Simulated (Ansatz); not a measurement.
Ligand exchange: C3H6F2O + Se(CH3)(GaH2) → C2H4F2O + C2H7GaSe

Species: C3H6F2O `CC(F)OCF`, singlet; Se(CH3)(GaH2), singlet; C2H4F2O `FCOCF`, singlet; C2H7GaSe `[CH3][GaH][Se]C`, singlet. The partners trade CH3 for H: C–CH3 and Ga–H bonds give way to C–H and Ga–CH3.

Shapes, held fixed at every level: PBE0-D4/def2-TZVP. Flexible molecules stand in one conformer, not always the lowest. Programs: Ansatz 0.2.0. Electronic energies: no zero-point or thermal term.

```
                level                    kind  ΔE (kJ/mol)  less CCSD(T)/def2-TZVPP
        HF/def2-TZVPP            Hartree–Fock         -1.0                     +8.9
  BHLYP-D4/def2-TZVPP           global hybrid         -6.4                     +3.5
   PBE0-D4/def2-TZVPP           global hybrid         -6.9                     +3.0
r2SCAN0-D4/def2-TZVPP           global hybrid         -5.0                     +4.9
   wB97M-V/def2-TZVPP  range-separated hybrid         -4.8                     +5.1
         MP2/def2-SVP     perturbation theory         +1.8                    +11.7
   CCSD(T)/def2-TZVPP   coupled cluster or CI         -9.9                      0.0
```

The highest level, CCSD(T)/def2-TZVPP, gives ΔE = -9.9 kJ/mol; the levels span -9.9 to +1.8. They disagree on the sign: 1 of 7 are positive. The column of differences is taken from that level and isn't an error. No measured value is set beside it here. Relativity is left out for Ga, Se unless named. Correlated rows may include outer-core shells of Ga, Se, which these sets cover unevenly.

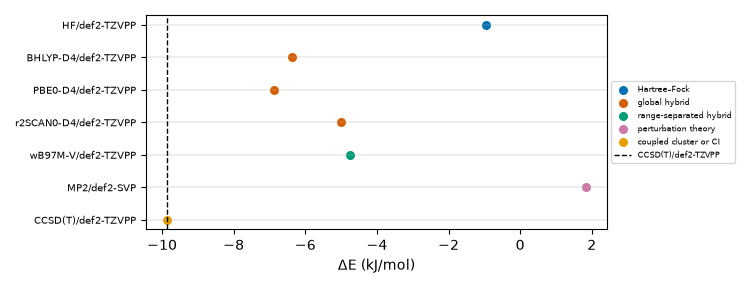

The values of the table, level by level.
